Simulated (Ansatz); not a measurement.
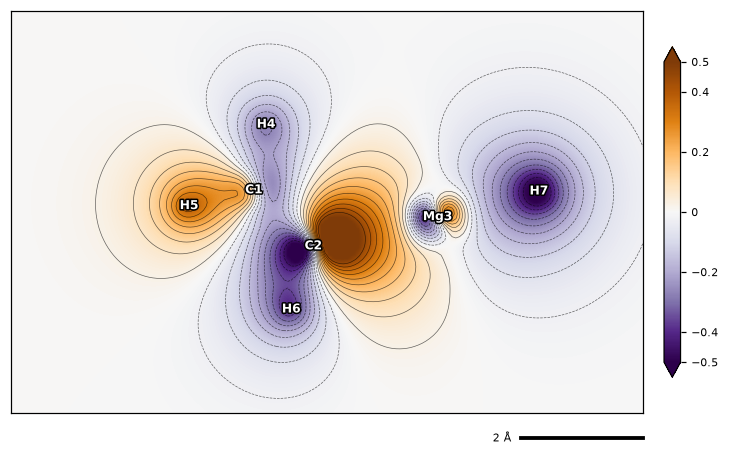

C2H4Mg (SMILES C=[CH][MgH]). The HOMO on the molecular plane (values in Å⁻³ᐟ²; the overall sign is arbitrary).

Geometry: PBE0-D3(BJ)/pcseg-1.

Theory: isolated molecule in a Gaussian basis; Kohn-Sham density functional theory, functional PBE0 (Ansatz 0.2.0).

```yaml
atoms:
  - { symbol: C, position_ang: [0.2329, 1.7439, -1.2336] }
  - { symbol: C, position_ang: [-0.1726, 0.6940, -0.5055] }
  - { symbol: Mg, position_ang: [-1.5373, 0.8422, 1.0776] }
  - { symbol: H, position_ang: [-0.1215, 2.7649, -1.0536] }
  - { symbol: H, position_ang: [0.9475, 1.6586, -2.0608] }
  - { symbol: H, position_ang: [0.2759, -0.2615, -0.8125] }
  - { symbol: H, position_ang: [-2.6543, 0.9933, 2.3671] }
```

Describe this orbital and give its energy.

Answer. It lies mainly on C2 (about 35 %), H7 (about 20 %), Mg3 (about 20 %), C1 (about 10 %) and H6 (about 5 %); it is symmetric in the molecular plane (an in-plane orbital: σ, lone-pair or in-plane π type). Its energy is −6.94 eV.
